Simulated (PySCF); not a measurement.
C$_{6}$H$_{9}$FSi (SMILES CC1=C[SiH2]C(CF)=C1)

```yaml
atoms:
  - { symbol: C, position_ang: [-2.5111, -0.8480, -0.0321] }
  - { symbol: C, position_ang: [-1.2368, -0.0740, 0.0326] }
  - { symbol: C, position_ang: [-1.1334, 1.2527, 0.2166] }
  - { symbol: Si, position_ang: [0.6710, 1.7666, 0.2252] }
  - { symbol: C, position_ang: [1.1444, -0.0489, -0.0477] }
  - { symbol: C, position_ang: [2.5280, -0.5730, -0.1707] }
  - { symbol: F, position_ang: [2.5687, -1.9359, -0.3696] }
  - { symbol: C, position_ang: [0.0316, -0.7889, -0.1138] }
  - { symbol: H, position_ang: [-2.5282, -1.6070, 0.7503] }
  - { symbol: H, position_ang: [-2.5905, -1.3604, -0.9912] }
  - { symbol: H, position_ang: [-3.3730, -0.1963, 0.0910] }
  - { symbol: H, position_ang: [-2.0015, 1.8795, 0.3366] }
  - { symbol: H, position_ang: [1.0783, 2.6187, -0.8928] }
  - { symbol: H, position_ang: [1.1625, 2.2807, 1.5047] }
  - { symbol: H, position_ang: [3.0469, -0.1195, -1.0247] }
  - { symbol: H, position_ang: [3.1063, -0.3755, 0.7409] }
  - { symbol: H, position_ang: [0.0297, -1.8589, -0.2652] }
```

Geometry: GFN2-xTB.

The calculation used B3LYP/def2-SVPD, SCF density, gas phase in PySCF.

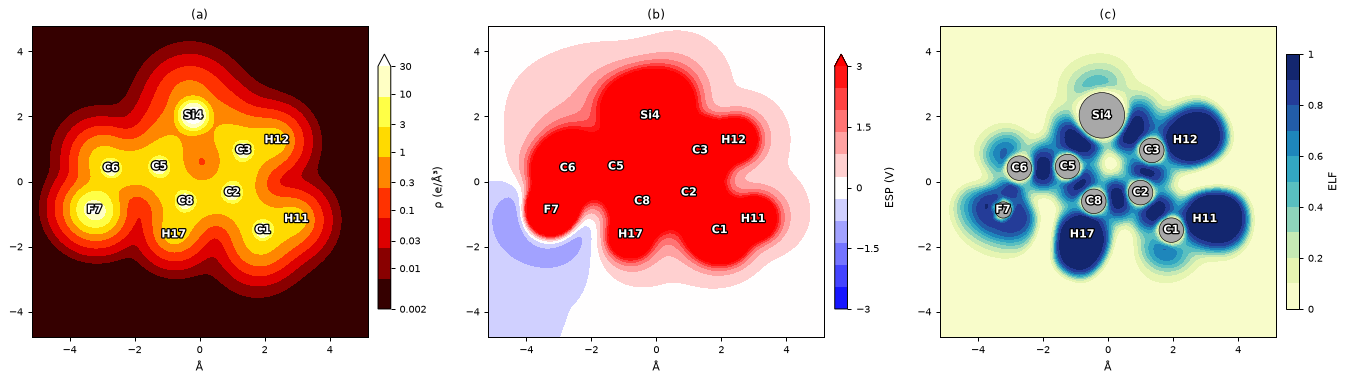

Figure 1. (a) total electron density; (b) electrostatic potential; (c) electron localisation function on the plane of atoms Si4, C5 and C6. Grey discs cover the atomic cores in the ELF map.

Interpret the plot.

The section cuts through C, Si, F and H sites.
C–C (1.34 Å): ρ is about 2.3 e/Å³ halfway; the ELF peaks at about 0.90 between the atoms: a short, multiple covalent bond.
C–F (1.38 Å): ρ is about 2.1 e/Å³ halfway, with its minimum of 1.6 e/Å³ about 0.5 Å from C; the ELF peaks at about 0.85 between the atoms; a shared but strongly polarised pair.
C–Si (1.88 Å): the density is about 0.95 e/Å³ at the midpoint; the ELF peaks at about 0.95 between the atoms, as expected for a covalent bond.
C–H (1.08 Å): the density is about 2 e/Å³ at the midpoint; the ELF climbs to about 1 towards the hydrogen, as it does in any bond to H: a covalent bond by its length.
C–C (1.46 Å): ρ at the midpoint is about 1.9 e/Å³; the ELF peaks at about 0.95 between the atoms (a covalent bond).
The ELF also peaks beside F7, away from the bonds: lone-pair regions.
Outside the dense part of the molecule the potential is most negative (−1.2 V) near F7.

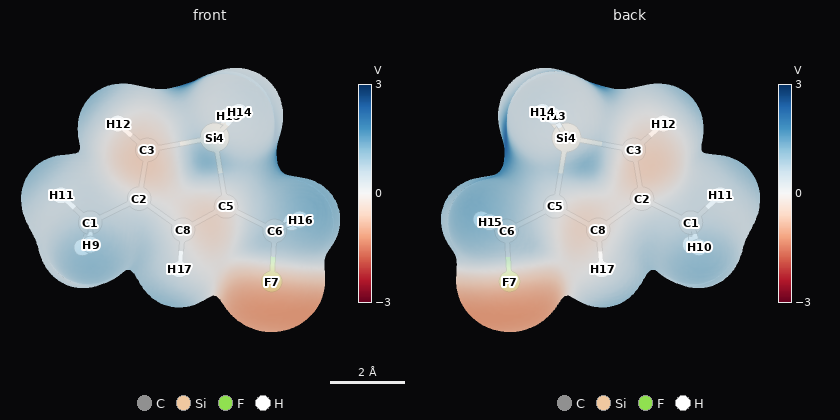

Figure 2. The electrostatic potential painted on the density surface at 0.004 e/bohr³, seen from the front and from behind; red is negative and blue positive.

Describe the electrostatic potential map.

The most negative region (about −1.2 V) lies over F7, the most positive (about +2.3 V) over Si4.
